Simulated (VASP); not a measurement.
Band structure of PtSe$_{2}$ (space group P-3m1). These are PBE GGA, VASP's PBE PAW potentials (set 64) (plane waves; VASP 6.6.1) values and carry that method's errors.

Unless said otherwise, spin-orbit coupling is left out, though it shifts the bands of the heavy elements here.

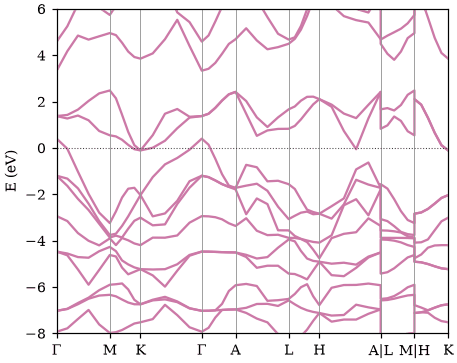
Bands along high-symmetry lines, zero at the valence-band maximum or, without a gap, the Fermi level

### Question
Read the plot: is there a gap, and where are the band edges?

### Answer
It has no gap at this level: it comes out as a metal or semimetal.

The structure is a typed PtSe2 crystal. The cell was not relaxed at this level.
